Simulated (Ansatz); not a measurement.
## Fields on a plane of LiNbO3 (space group R-3)

```yaml
crystal:
  lattice:
    - [2.59760, 1.49972, 4.72631]
    - [-2.59760, 1.49972, 4.72631]
    - [0.00000, -2.99945, 4.72631]
  atoms:
    - { symbol: Li, position: [0.35682, 0.35682, 0.35682] }
    - { symbol: Li, position: [0.64318, 0.64318, 0.64318] }
    - { symbol: Nb, position: [0.14446, 0.14446, 0.14446] }
    - { symbol: Nb, position: [0.85554, 0.85554, 0.85554] }
    - { symbol: O, position: [0.21570, 0.56109, 0.95688] }
    - { symbol: O, position: [0.78430, 0.43891, 0.04312] }
    - { symbol: O, position: [0.56109, 0.95688, 0.21570] }
    - { symbol: O, position: [0.43891, 0.04312, 0.78430] }
    - { symbol: O, position: [0.95688, 0.21570, 0.56109] }
    - { symbol: O, position: [0.04312, 0.78430, 0.43891] }
```

The slice is a (1 -1 0 2) plane (indices of the conventional cell) through the point (0.043, 0.784, 0.439) (fractional), spanned by u = [1 0 -1] and v = [010] in vectors of this cell: u (5.20 Å) and v (5.60 Å, at 90° to u). It covers one period; positions are fractions (u, v).

Atoms on it: O at (0.90, 0.45), 0.1 Å off the plane; O at (0.00, 0.00). Other atoms lie within 1 Å of the plane.

Method: PBEsol (plane waves to 420 eV, PAW, scalar-relativistic; Ansatz, an electronic-structure program). k mesh 8×8×8. Inside the PAW spheres the values are not all-electron values, and peaks at nuclei hang on which shells count as valence. LiNbO3 is run without spin polarisation. LiNbO3 was relaxed with its symmetry unable to fall. This is one of several known forms of LiNbO3; the measured ambient cells at hand have space group No. 161.

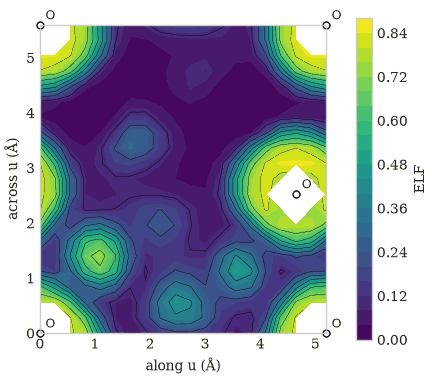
*Electron localisation function (ELF), one period of the plane, atoms marked. Points within 0.4 Å of a nucleus are left white, as the pseudised field means little there.*

```
|@@#+-.  .::::::-+#@|
|##+=:    ..:...:=+#|
|+=-:.    .......:-=|
|-::.     ........::|
|..  ....  .....   .|
|   ......   .......|
|:. ..:::..    .::-:|
|-:..::::..   .:-=+=|
|+=::::::..   :=+###|
|#+-::::::.  .-+#%@%|
|#+=-:--::....-+#@@@|
|#+====---::.:-+#%@%|
|*+++++==--::--=*###|
|==+*#*+=----==+++++|
|==*###+=---=++++===|
|==+*#*+====+***+=-=|
|++++++=-===++*+===+|
|##*+=----===+====*#|
|@@#+-:::--===--=+#@|
|@@#+-:..::---::-+#@|
```
Scale: ten equal steps from -1.49 (start of ' ') to 0.88 (end of '@'), in the order ' .:-=+*#%@'. Values: log₁₀ of the valence density in e/Å³. The map has 19 points along u (one character each, u = 0 at the left) and 20 along v (v = 0 in the bottom row). The scale is logarithmic, as a density can span decades between atoms and voids.
